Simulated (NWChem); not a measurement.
# Si2H6O (disiloxane) at 6 levels

We compute a comparison of 6 runs (HF/def2-SVP, M06-2X/6-31G*, B3LYP/6-31G*, PBE0/def2-SVP, SVWN5/cc-pVDZ, MP2/cc-pVDZ) of Si2H6O (disiloxane). 

The results are computed with NWChem 7.3.0.

**1. Starting point**

Si2H6O: 9 atoms, total charge 0, spin state singlet. SMILES: `[SiH3]O[SiH3]`. The coordinates come from a PBE0-D4/def2-TZVP relaxation.

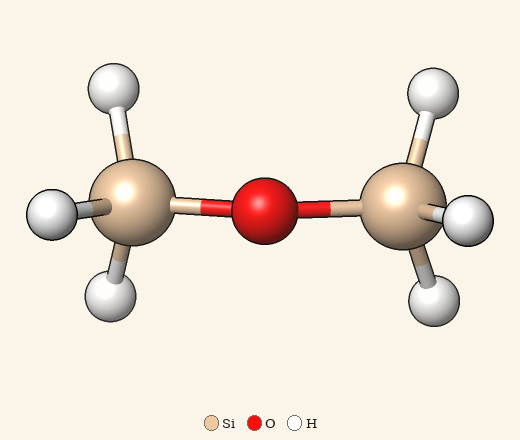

Viewed from a chosen angle; silicon light orange, oxygen red, hydrogen white.

**2. Energy and gradient at HF/def2-SVP (run 1)**

run.py

```python
from ase import Atoms
from ase.calculators.nwchem import NWChem

molecule = Atoms(['Si', 'O', 'Si', 'H', 'H', 'H', 'H', 'H', 'H'], positions=[
    [-0.710290, 1.052660, -0.919520],
    [0.425550, 0.090990, -0.245380],
    [0.775570, -1.038810, 0.881750],
    [-1.787270, 0.226580, -1.525660],
    [-0.060640, 1.872420, -1.970220],
    [-1.306170, 1.942760, 0.111330],
    [2.224270, -1.343130, 0.800010],
    [-0.009310, -2.275600, 0.628780],
    [0.448290, -0.527870, 2.238910],
])

calc = NWChem(
    label='m1',
    theory='scf',
    memory='2200 mb',
    basis='def2-SVP',
    basispar='spherical bse',
    scf={'nopen': '0', 'rhf': None, 'thresh': '1e-08', 'maxiter': '80'},
)
molecule.calc = calc

forces = molecule.get_forces()
e = molecule.get_potential_energy()
print(f"E = {e:.6f} eV")
print("forces (eV/A):")
for s, f in zip(molecule.symbols, forces):
    print(f"{s:2s} {f[0]:10.5f} {f[1]:10.5f} {f[2]:10.5f}")
print("dipole (e A):", molecule.get_dipole_moment().round(4))
```

On the command line:

```bash
$ export ASE_NWCHEM_COMMAND="nwchem PREFIX.nwi > PREFIX.nwo"
$ python run.py
```

Log:

```text
E = -17852.117132 eV
forces (eV/A):
Si   -0.19052    0.35265   -0.32442
O    -0.02910   -0.00586    0.01682
Si    0.29485   -0.33049    0.26446
H     0.06839    0.07487    0.05466
H    -0.11267   -0.04155    0.07749
H     0.02823   -0.07179   -0.08423
H    -0.13056   -0.01646    0.05579
H     0.05518    0.09328    0.03872
H     0.01615   -0.05466   -0.09930
dipole (e A): [-0.0808 -0.017   0.0469]
```

The calculator wrote m1.nwi:

```
title "m1"

permanent_dir m1

scratch_dir m1

start m1

geometry units angstrom nocenter noautosym noautoz
  Si -7.1028999999999998e-01 1.0526599999999999e+00 -9.1952000000000000e-01
  O  4.2554999999999998e-01 9.0990000000000001e-02 -2.4537999999999999e-01
  Si 7.7556999999999998e-01 -1.0388100000000000e+00 8.8175000000000003e-01
  H  -1.7872699999999999e+00 2.2658000000000000e-01 -1.5256600000000000e+00
  H  -6.0639999999999999e-02 1.8724200000000000e+00 -1.9702200000000001e+00
  H  -1.3061700000000001e+00 1.9427600000000000e+00 1.1133000000000000e-01
  H  2.2242700000000002e+00 -1.3431299999999999e+00 8.0001000000000000e-01
  H  -9.3100000000000006e-03 -2.2755999999999998e+00 6.2878000000000001e-01
  H  4.4829000000000002e-01 -5.2786999999999995e-01 2.2389100000000002e+00
end

memory 2200 mb

basis spherical bse noprint
   * library def2-SVP
end

scf
  nopen 0
  rhf
  thresh 1e-08
  maxiter 80
end

task scf gradient
```

m1.nwo (excerpt; [...] marks lines left out):

```text
[...]
      One-electron energy =  -1225.969353964395
[... 1 line left out ...]
 Nuclear repulsion energy =    159.419040461802
[... 39 lines left out ...]
                       ROHF Final Molecular Orbital Analysis
[... 218 lines left out ...]
     1   1 0 0     -0.152742      0.000000      7.232907
[...]
  wavefunction    =   RHF
                         RHF ENERGY GRADIENTS
    atom               coordinates                        gradient
                 x          y          z           x          y          z
   1 Si     -1.342253   1.989239  -1.737641    0.003705  -0.006858   0.006309
   2 O       0.804173   0.171946  -0.463701    0.000566   0.000114  -0.000327
   3 Si      1.465615  -1.963066   1.666266   -0.005734   0.006427  -0.005143
[... 5 lines of this table left out ...]
   9 H       0.847145  -0.997530   4.230926   -0.000314   0.001063   0.001931
[...]
```

Run time: 6.9 s. Hardware: 1 thread of Intel Xeon 6975P-C (Granite Rapids), shared host; peak memory 0.097 GiB.

**3. Energy and gradient at M06-2X/6-31G(d) (spherical functions) (run 2)**

mymol.xyz

```xyz
9

Si    -0.710290     1.052660    -0.919520
O      0.425550     0.090990    -0.245380
Si     0.775570    -1.038810     0.881750
H     -1.787270     0.226580    -1.525660
H     -0.060640     1.872420    -1.970220
H     -1.306170     1.942760     0.111330
H      2.224270    -1.343130     0.800010
H     -0.009310    -2.275600     0.628780
H      0.448290    -0.527870     2.238910
```

run.py

```python
from ase.io import read
from ase.calculators.nwchem import NWChem

mol = read('mymol.xyz')

calc = NWChem(
    label='mymol',
    theory='dft',
    memory='2200 mb',
    basis='6-31G*',
    basispar='spherical bse',
    dft={'xc': 'm06-2x', 'mult': '1', 'grid': 'xfine', 'convergence': 'energy 1e-08', 'iterations': '100', 'mulliken': None, 'print': 'low'},
)
mol.calc = calc

forces = mol.get_forces()
print(f"energy = {mol.get_potential_energy():.6f} eV")
print("forces (eV/A):")
for s, f in zip(mol.symbols, forces):
    print(f"{s:2s} {f[0]:10.5f} {f[1]:10.5f} {f[2]:10.5f}")
```

On the command line:

```bash
$ export ASE_NWCHEM_COMMAND="nwchem PREFIX.nwi > PREFIX.nwo"
$ python run.py
```

Log:

```text
energy = -17898.114069 eV
forces (eV/A):
Si   -0.28940    0.28400   -0.21633
O     0.19412    0.04227   -0.11143
Si    0.13812   -0.31769    0.30241
H     0.03646    0.06927    0.02427
H    -0.07317   -0.02926    0.05235
H     0.00782   -0.03373   -0.07281
H    -0.08731   -0.00941    0.03517
H     0.05060    0.04921    0.04150
H     0.02278   -0.05466   -0.05512
```

The calculator wrote mymol.nwi:

```
title "mymol"

permanent_dir mymol

scratch_dir mymol

start mymol

geometry units angstrom nocenter noautosym noautoz
  Si -7.1028999999999998e-01 1.0526599999999999e+00 -9.1952000000000000e-01
  O  4.2554999999999998e-01 9.0990000000000001e-02 -2.4537999999999999e-01
  Si 7.7556999999999998e-01 -1.0388100000000000e+00 8.8175000000000003e-01
  H  -1.7872699999999999e+00 2.2658000000000000e-01 -1.5256600000000000e+00
  H  -6.0639999999999999e-02 1.8724200000000000e+00 -1.9702200000000001e+00
  H  -1.3061700000000001e+00 1.9427600000000000e+00 1.1133000000000000e-01
  H  2.2242700000000002e+00 -1.3431299999999999e+00 8.0001000000000000e-01
  H  -9.3100000000000006e-03 -2.2755999999999998e+00 6.2878000000000001e-01
  H  4.4829000000000002e-01 -5.2786999999999995e-01 2.2389100000000002e+00
end

memory 2200 mb

basis spherical bse noprint
   * library 6-31G*
end

dft
  xc m06-2x
  mult 1
  grid xfine
  convergence energy 1e-08
  iterations 100
  mulliken
  print low
end

task dft gradient
```

mymol.nwo:

```text
Northwest Computational Chemistry Package (NWChem) 7.3.0
             --------------------------------------------------------

           Job information
           ---------------

    nwchem branch   = 7.3.0
    use scalapack   = T
    input           = mymol.nwi
    prefix          = mymol.
    data base       = mymol/mymol.db
    status          = startup
    nproc           =        1

           Memory information
           ------------------

    heap     =     72089594 doubles =      550.0 Mbytes
    stack    =     72089599 doubles =      550.0 Mbytes
    global   =    144179200 doubles =     1100.0 Mbytes (distinct from heap & stack)
    total    =    288358393 doubles =     2200.0 Mbytes
    verify   = yes
    hardfail = no

           Directory information
           ---------------------

  0 permanent = mymol
  0 scratch   = mymol

                                NWChem Input Module
                                -------------------

                                       mymol
                                       -----

[... 25 lines left out ...]
            Nuclear Dipole moment (a.u.)
[... 76 lines left out ...]
   convergence    iter        energy       DeltaE   RMS-Dens  Diis-err    time
[... 9 lines left out ...]
         Total DFT energy =     -657.743565608472
      One electron energy =    -1226.991781620706
           Coulomb energy =      462.524443875187
    Exchange-Corr. energy =      -52.695268324755
 Nuclear repulsion energy =      159.419040461802
[... 17 lines left out ...]
     -------------------------------------------
      Total Density - Lowdin Population Analysis
     -------------------------------------------

    Atom       Charge   Shell Charges
 -----------   ------   -------------------------------------------------------
    1 Si  14    13.59   2.00  1.98  5.89  0.65  1.62  0.37  0.74  0.35
    2 O    8     8.50   1.99  0.82  2.83  0.67  2.16  0.02
    3 Si  14    13.59   2.00  1.98  5.89  0.65  1.62  0.37  0.74  0.35
[... 5 lines of this table left out ...]
    9 H    1     1.06   0.50  0.55

                         DFT ENERGY GRADIENTS

    atom               coordinates                        gradient
                 x          y          z           x          y          z
   1 Si     -1.342253   1.989239  -1.737641    0.005628  -0.005523   0.004207
   2 O       0.804173   0.171946  -0.463701   -0.003775  -0.000822   0.002167
   3 Si      1.465615  -1.963066   1.666266   -0.002686   0.006178  -0.005881
[... 5 lines of this table left out ...]
   9 H       0.847145  -0.997530   4.230926   -0.000443   0.001063   0.001072

 Task  times  cpu:       25.0s     wall:       25.0s
 Total times  cpu:       25.0s     wall:       25.0s
```

Wall time 26 s (1 thread of Intel Xeon 6975P-C (Granite Rapids), shared host); peak memory 0.14 GiB.

Runs 3 to 4 aren't shown in full; the table further down has their settings and results.

**4. Energy and forces at SVWN5/cc-pVDZ (run 5)**

run.py

```python
from ase import Atoms
from ase.calculators.nwchem import NWChem

system = Atoms(['Si', 'O', 'Si', 'H', 'H', 'H', 'H', 'H', 'H'], positions=[
    [-0.710290, 1.052660, -0.919520],
    [0.425550, 0.090990, -0.245380],
    [0.775570, -1.038810, 0.881750],
    [-1.787270, 0.226580, -1.525660],
    [-0.060640, 1.872420, -1.970220],
    [-1.306170, 1.942760, 0.111330],
    [2.224270, -1.343130, 0.800010],
    [-0.009310, -2.275600, 0.628780],
    [0.448290, -0.527870, 2.238910],
])

calc = NWChem(
    label='work',
    theory='dft',
    memory='2200 mb',
    basis='cc-pVDZ',
    basispar='spherical bse',
    dft={'xc': 'slater vwn_5', 'mult': '1', 'grid': 'xfine', 'convergence': 'energy 1e-08', 'iterations': '100', 'mulliken': None},
)
system.calc = calc

forces = system.get_forces()
print(f"energy = {system.get_potential_energy():.6f} eV")
print("forces (eV/A):")
for s, f in zip(system.symbols, forces):
    print(f"{s:2s} {f[0]:10.5f} {f[1]:10.5f} {f[2]:10.5f}")
print("dipole (e A):", system.get_dipole_moment().round(4))
```

On the command line:

```bash
$ export ASE_NWCHEM_COMMAND="nwchem PREFIX.nwi > PREFIX.nwo"
$ python run.py
```

Log:

```text
energy = -17821.714696 eV
forces (eV/A):
Si   -0.63013    0.48614   -0.32406
O     0.69841    0.15077   -0.40145
Si    0.13709   -0.59362    0.60642
H    -0.33707   -0.24821   -0.19499
H     0.20862    0.24405   -0.31738
H    -0.18815    0.28375    0.31275
H     0.44213   -0.08449   -0.03420
H    -0.23628   -0.39014   -0.07307
H    -0.09457    0.15175    0.42603
dipole (e A): [-0.0611 -0.0129  0.0354]
```

The calculator wrote work.nwi:

```
title "work"

permanent_dir work

scratch_dir work

start work

geometry units angstrom nocenter noautosym noautoz
  Si -7.1028999999999998e-01 1.0526599999999999e+00 -9.1952000000000000e-01
  O  4.2554999999999998e-01 9.0990000000000001e-02 -2.4537999999999999e-01
  Si 7.7556999999999998e-01 -1.0388100000000000e+00 8.8175000000000003e-01
  H  -1.7872699999999999e+00 2.2658000000000000e-01 -1.5256600000000000e+00
  H  -6.0639999999999999e-02 1.8724200000000000e+00 -1.9702200000000001e+00
  H  -1.3061700000000001e+00 1.9427600000000000e+00 1.1133000000000000e-01
  H  2.2242700000000002e+00 -1.3431299999999999e+00 8.0001000000000000e-01
  H  -9.3100000000000006e-03 -2.2755999999999998e+00 6.2878000000000001e-01
  H  4.4829000000000002e-01 -5.2786999999999995e-01 2.2389100000000002e+00
end

memory 2200 mb

basis spherical bse noprint
   * library cc-pVDZ
end

dft
  xc slater vwn_5
  mult 1
  grid xfine
  convergence energy 1e-08
  iterations 100
  mulliken
end

task dft gradient
```

work.nwo (excerpt; [...] marks lines left out):

```text
[...]
         Total DFT energy =     -654.935940433249
[...]
  wavefunction    = closed shell
                         DFT ENERGY GRADIENTS
    atom               coordinates                        gradient
                 x          y          z           x          y          z
   1 Si     -1.342253   1.989239  -1.737641    0.012254  -0.009454   0.006302
   2 O       0.804173   0.171946  -0.463701   -0.013582  -0.002932   0.007807
   3 Si      1.465615  -1.963066   1.666266   -0.002666   0.011544  -0.011793
[... 5 lines of this table left out ...]
   9 H       0.847145  -0.997530   4.230926    0.001839  -0.002951  -0.008285
[...]
```

Wall time 28 s (1 thread of Intel Xeon 6975P-C (Granite Rapids), shared host); peak memory 0.14 GiB.

**5. Energy and forces at MP2/cc-pVDZ (run 6)**

m1.xyz

```xyz
9
H6OSi2 gradient
Si    -0.710290     1.052660    -0.919520
O      0.425550     0.090990    -0.245380
Si     0.775570    -1.038810     0.881750
H     -1.787270     0.226580    -1.525660
H     -0.060640     1.872420    -1.970220
H     -1.306170     1.942760     0.111330
H      2.224270    -1.343130     0.800010
H     -0.009310    -2.275600     0.628780
H      0.448290    -0.527870     2.238910
```

m1.nw

```
start m1
title "H6OSi2 gradient"
memory total 2200 mb
charge 0

geometry units angstrom noautosym nocenter noautoz
   load format xyz m1.xyz
end

basis spherical bse
   Si library cc-pVDZ
   O library cc-pVDZ
   H library cc-pVDZ
end

scf
   thresh 1e-08
   maxiter 80
   noprint "final vectors analysis"
end

mp2
   freeze core 11
   tight
end

task mp2 gradient
```

On the command line:

```bash
$ nwchem m1.nw > m1.out
```

Log:

```text
[...]
  functions       =    80
[...]
  wavefunction    = RHF
[...]
         Total SCF energy =   -656.285271511474
      One-electron energy =  -1226.260281537189
      Two-electron energy =    410.555969563913
 Nuclear repulsion energy =    159.419040461802
        Time for solution =     23.9s
[...]
          Total MP2 energy          -656.673621441152
[...]
                         mp2 ENERGY GRADIENTS
    atom               coordinates                        gradient
                 x          y          z           x          y          z
   1 Si     -1.342253   1.989239  -1.737641    0.020924  -0.017600   0.012318
   2 O       0.804173   0.171946  -0.463701   -0.016084  -0.003459   0.009259
   3 Si      1.465615  -1.963066   1.666266   -0.006320   0.020747  -0.020719
   4 H      -3.377451   0.428174  -2.883079    0.001017  -0.000020   0.000601
   5 H      -0.114593   3.538361  -3.723176    0.000185  -0.000709   0.000689
   6 H      -2.468303   3.671284   0.210383    0.000782  -0.000869  -0.000213
   7 H       4.203261  -2.538148   1.511800   -0.000721   0.000568  -0.000410
   8 H      -0.017593  -4.300260   1.188222    0.000221   0.001104  -0.000364
   9 H       0.847145  -0.997530   4.230926   -0.000004   0.000238  -0.001160
[...]
```

Run time: 60 s. Hardware: 1 thread of Intel Xeon 6975P-C (Granite Rapids), shared host; peak memory 0.19 GiB.

**6. The series**

```
run                                level  iteration cap  module  energy (Eh)  dipole moment (D)  HOMO energy (eV)  LUMO energy (eV)  wall time
  1                          HF/def2-SVP             80     scf  -656.053209               0.46            -12.25              3.76      6.9 s
  2  M06-2X/6-31G* (spherical functions)            100     dft  -657.743566                  –                 –                 –       26 s
  3   B3LYP/6-31G* (spherical functions)            100     dft  -657.876256               0.41             -8.31              0.04       20 s
  4                        PBE0/def2-SVP            100     dft  -657.294839               0.38             -8.64              0.32       21 s
  5                        SVWN5/cc-pVDZ            100     dft  -654.935940               0.34             -7.13             -0.94       28 s
  6                          MP2/cc-pVDZ             80     mp2  -656.673621               0.34                 –                 –       60 s
```

**7. Summary of results**

```
                                                      quantity          value
                                           run 6: total energy  -656.67362 Eh
run 6: dipole moment (of the density that the program reports)         0.34 D
           run 6: correlation energy (11 core orbitals frozen)     -388.3 mEh
                               run 6: largest force on an atom     1.542 eV/Å
```

**Reading.** Over runs 1, 3, 4, 5, 6 the dipole moment (its size) runs from 0.34 D (MP2/cc-pVDZ) to 0.46 D (HF/def2-SVP). The two ends differ in method and basis. Over runs 1, 3, 4, 5 the HOMO–LUMO gap runs from 6.19 eV (SVWN5/cc-pVDZ) to 16.01 eV (HF/def2-SVP). Totals of different functionals can't be ranked against each other. All runs together took 2.7 min, the longest 60 s.
